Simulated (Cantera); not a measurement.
Feed: 1 mol n-butane, 0.11 mol H2O, 9.3 mol N2, equilibrated at 2575 K.

These are equilibrium values from Cantera (NASA tables, ideal gas, pure condensed phases), not measurements of a reactor. Candidate condensed phases: C, C6H6, C7H8, C8H18, H2O; 136 gas species. The ideal-gas law is rough above about 30 bar. Equilibrium is a limit: real reactors are often held back by kinetics, nucleation or transport.

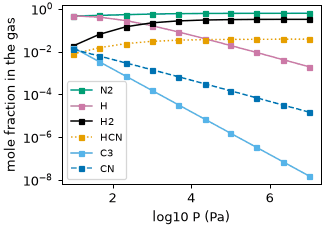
Figure. Equilibrium gas composition (values under 1e-9 drawn at 1e-9)

From 10.0 Pa to 100 bar the condensed part is C(graphite). The main C-bearing gas is C3 at 10.0 Pa and HCN at 100 bar. The share of C in condensed phases is highest at 2.20 mbar (81.5 %) and lowest at 10.0 Pa (59.0 %).
